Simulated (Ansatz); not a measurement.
# C3H7BS: the cost of one run

All numbers are computed with the Python package of Ansatz 0.2.0. The levels of theory stand in the script.

### Step 1. The structure

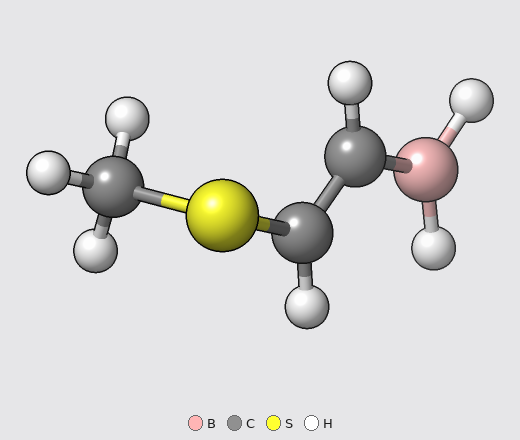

The structure that the script starts from, seen from a chosen angle (boron pink, carbon grey, sulfur yellow, hydrogen white).

No structure file is read: the coordinates are typed or built in the script.

### Step 2. The code

run_methods.py

```python
# -*- coding: utf-8 -*-
"""One geometry of C3H7BS, method by method."""

from pathlib import Path

import ansatz
import numpy as np


def main():
    c3h7bs = (
        ansatz.Crystal.molecule()
        .atom("B", (2.2861, 0.4946, 0.8133))
        .atom("C", (1.0033, -0.3659, 0.5541))
        .atom("C", (0.3983, -0.3726, -0.6375))
        .atom("S", (-1.0695, -1.371, -0.9054))
        .atom("C", (-2.2085, -0.0248, -0.4583))
        .atom("H", (2.7495, 1.1604, -0.0465))
        .atom("H", (2.797, 0.481, 1.8782))
        .atom("H", (0.6065, -0.9626, 1.3695))
        .atom("H", (0.7845, 0.2166, -1.465))
        .atom("H", (-2.0319, 0.2911, 0.5912))
        .atom("H", (-3.2527, -0.3864, -0.5541))
        .atom("H", (-2.0626, 0.8395, -1.1397))
    )

    base = c3h7bs.calculation().basis(gaussian="def2-SVP")

    print("functional    E (Ha)        dipole (D)   HOMO (eV)  LUMO (eV)")
    for name in ["b3lyp", "hse06", "lc_wpbe", "blyp", "r2scan0"]:
        data = base.functional(name).forces().orbitals().run(threads=1, backend="cpu", runs_dir="runs").report
        lines = Path(data["orbitals_path"]).read_text().splitlines()
        field_of = lambda key: [line.split("=")[1].strip() for line in lines if line.startswith(key)]
        orbitals = [(27.211386 * float(e), s, float(n)) for e, s, n in zip(field_of("Ene="), field_of("Spin="), field_of("Occup="))]
        homo = max(e for e, _, n in orbitals if n > 0.5)
        lumo = min(e for e, _, n in orbitals if n < 0.5)
        dipole = 4.803205 * np.linalg.norm(data["charge_distribution"]["dipole_moment_e_ang"])
        print(f"{name:10s} {data['free_energy_ev'] / 27.211386246:14.6f} {dipole:9.3f} {homo:11.3f} {lumo:10.3f}")


if __name__ == "__main__":
    main()
```

### Step 3. The calls as engine input

The package turns the script's settings into the engine's input (first run):

```yaml
crystal:
  periodic: [false, false, false]
  atoms:
    - { symbol: B, position_ang: [2.2861, 0.4946, 0.8133] }
    - { symbol: C, position_ang: [1.0033, -0.3659, 0.5541] }
    - { symbol: C, position_ang: [0.3983, -0.3726, -0.6375] }
    - { symbol: S, position_ang: [-1.0695, -1.371, -0.9054] }
    - { symbol: C, position_ang: [-2.2085, -0.0248, -0.4583] }
    - { symbol: H, position_ang: [2.7495, 1.1604, -0.0465] }
    - { symbol: H, position_ang: [2.797, 0.481, 1.8782] }
    - { symbol: H, position_ang: [0.6065, -0.9626, 1.3695] }
    - { symbol: H, position_ang: [0.7845, 0.2166, -1.465] }
    - { symbol: H, position_ang: [-2.0319, 0.2911, 0.5912] }
    - { symbol: H, position_ang: [-3.2527, -0.3864, -0.5541] }
    - { symbol: H, position_ang: [-2.0626, 0.8395, -1.1397] }
basis:
  gaussian:
    orbitals: def2-SVP
hamiltonian:
  xc: b3lyp
output:
  orbitals: {}
  forces: true
```

### Step 4. Running it

Command:

```console
> python run_methods.py
```

**Question.** How long does this script take on 1 thread of Arm Neoverse V1, shared host, and how much memory does it need?

About 28 s, with a peak of 0.31 GiB.
